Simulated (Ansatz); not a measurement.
# GaPHS+ (triplet): the correlation ladder, cc-pVDZ

Aim: climb from Hartree-Fock through coupled cluster and multireference methods for GaPHS+ (triplet) at one geometry and basis, and see what each rung misses.

Computed with Ansatz 0.2.0, Gaussian basis. Level: cc-pVDZ, core rule «outside noble gas», up to 24 orbitals frozen.

The runs, in order: UHF; CCSD(T) on ROHF; CCSD(T) on UHF; BCCD(T) on ROHF; CISD; CCSDT(Q) on ROHF; CCSDT(Q) on UHF; CASSCF and NEVPT2, 10 electrons in 11 orbitals.

27 further runs of the same task are left out: 6 for a known fault of the program, 9 that didn't finish, 12 set aside as unsound or not needed.

## (1) What is computed

The geometry is a PBE0/def2-TZVP stationary point (not a proven minimum) of the parent state, kept for this charge and spin. No spin-orbit coupling is included. The filled d shell of Ga may be among the frozen orbitals whatever the setting's name suggests; the logs give the count.

4 atoms, charge 1, spin multiplicity 3.

Atoms are counted from 1 here; the program's logs count them from 0.

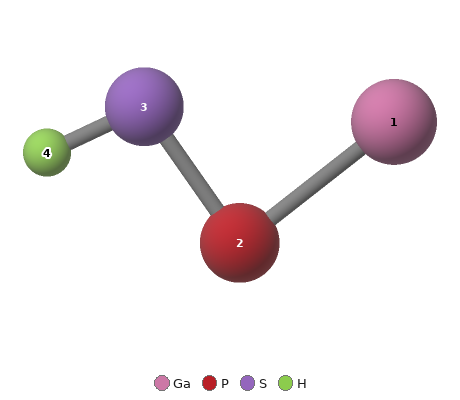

The geometry (gallium pink, phosphorus red, sulfur purple, hydrogen green); atoms are numbered from 1 in the order of the file.

## (2) UHF

in.yaml

```yaml
crystal:
  periodic: [false, false, false]
  atoms:
    - {symbol: Ga, position_ang: [0.000000, -0.181071, 1.254308]}
    - {symbol: P, position_ang: [0.000000, 1.130788, -0.824606]}
    - {symbol: S, position_ang: [0.000000, -0.690919, -1.833298]}
    - {symbol: H, position_ang: [0.000000, -0.243652, -3.103616]}
basis:
  gaussian: {orbitals: cc-pVDZ}
total_charge: 1
magnetization: {spin_polarized: true, initial_magnetization: 2}
hamiltonian: {xc: hf}
output: {orbitals: {seedname: orbitals}}
```

Started as:

```sh
ansatz run in.yaml --threads 1 --pin off --events-out ev --progress --plain --max-ram 2393MiB
```

Further steps of the session: CCSD(T) on ROHF; CCSD(T) on UHF; BCCD(T) on ROHF; CISD; CCSDT(Q) on ROHF; CCSDT(Q) on UHF; CASSCF and NEVPT2, 10 electrons in 11 orbitals.

**Question.** What will the summary of the whole plan be? Wanted: UCCSDT(Q) below the RHF energy; RMP2 from UCCSDT(Q); UMP2 from UCCSDT(Q); RCCSD from UCCSDT(Q); RCCSD(T) from UCCSDT(Q); UCCSD(T) from UCCSDT(Q); RCCSDT(Q) from UCCSDT(Q); NEVPT2 valence from UCCSDT(Q); T1 diagnostic.

The runs gave:

| quantity | value |
| --- | --- |
| UCCSDT(Q) below the RHF energy | -8.6421 eV |
| RMP2 from UCCSDT(Q) | +1469.3 meV |
| UMP2 from UCCSDT(Q) | +1528.4 meV |
| RCCSD from UCCSDT(Q) | +374.8 meV |
| RCCSD(T) from UCCSDT(Q) | +70.3 meV |
| UCCSD(T) from UCCSDT(Q) | +69.0 meV |
| RCCSDT(Q) from UCCSDT(Q) | +5.2 meV |
| NEVPT2 valence from UCCSDT(Q) | +1195.4 meV |
| levels within 1 kcal/mol (43 meV) | RCCSDT, UCCSDT, RCCSDT(Q) |
| T1 diagnostic | 0.034 |
| effectively unpaired electrons | 2.06 |

RCCSD(T) lands +70.3 meV from the yardstick (0.8 % of the correlation energy). One determinant dominates. These misses are within one basis, not against nature; the frozen cores of restricted and unrestricted runs differ, which can shift their rows.
